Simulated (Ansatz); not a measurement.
Band structure of YInCu4 (F-43m, 6 atoms in the cell).

```yaml
crystal:
  lattice:
    - [0.00000, 3.52615, 3.52615]
    - [3.52615, 0.00000, 3.52615]
    - [3.52615, 3.52615, 0.00000]
  atoms:
    - { symbol: Y, position: [0.00000, 0.00000, 0.00000] }
    - { symbol: In, position: [0.75000, 0.75000, 0.75000] }
    - { symbol: Cu, position: [0.37533, 0.37533, 0.37533] }
    - { symbol: Cu, position: [0.87401, 0.37533, 0.37533] }
    - { symbol: Cu, position: [0.37533, 0.37533, 0.87401] }
    - { symbol: Cu, position: [0.37533, 0.87401, 0.37533] }
```

Method of the run: PBEsol, default PAW files made with PBE (plane waves; Ansatz, a program for electronic structure).

Settings: basis.ecutwfc = 30.9 Ry; kpoints.mp_grid.grid = 9 9 9; hamiltonian.xc = pbesol; hamiltonian.pseudopotentials = {kind: paw} (the program's default PAW files); scf.occupations.method = gaussian; scf.occupations.width = 0.02 Ry; kpoints.band_path.npoints = 8.

The starting cell comes from a database of computed structures (which also holds hypothetical and non-ambient phases and stackings), without a prior relaxation at this level. Its lattice was rescaled by a random factor within 2.5 % of one. Spin polarisation is off.

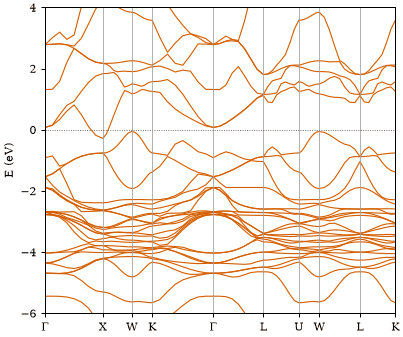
*Bands along the path, energies from the Fermi level.*

Levels in eV from the Fermi level, bands 47 to 54:
```json
[
 {"point": "Γ", "47": "-1.54", "48": "-1.54", "49": "-1.54", "50": "-0.91", "51": "0.07", "52": "0.07", "53": "1.31", "54": "2.78"},
 {"point": "X", "47": "-2.62", "48": "-2.39", "49": "-0.76", "50": "-0.76", "51": "-0.28", "52": "1.83", "53": "2.17", "54": "2.17"},
 {"point": "W", "47": "-2.42", "48": "-2.28", "49": "-1.92", "50": "-0.06", "51": "1.18", "52": "1.49", "53": "1.90", "54": "2.25"},
 {"point": "K", "47": "-2.43", "48": "-2.29", "49": "-1.38", "50": "-0.76", "51": "1.25", "52": "1.57", "53": "2.06", "54": "2.11"},
 {"point": "L", "47": "-1.89", "48": "-1.04", "49": "-0.88", "50": "-0.88", "51": "1.12", "52": "1.15", "53": "1.15", "54": "1.80"},
 {"point": "U", "47": "-2.43", "48": "-2.29", "49": "-1.38", "50": "-0.76", "51": "1.25", "52": "1.57", "53": "2.06", "54": "2.11"}
]
```

Bands cross the Fermi level along this path, so the cell is metallic at this level.

Keys are those of Ansatz 0.2.
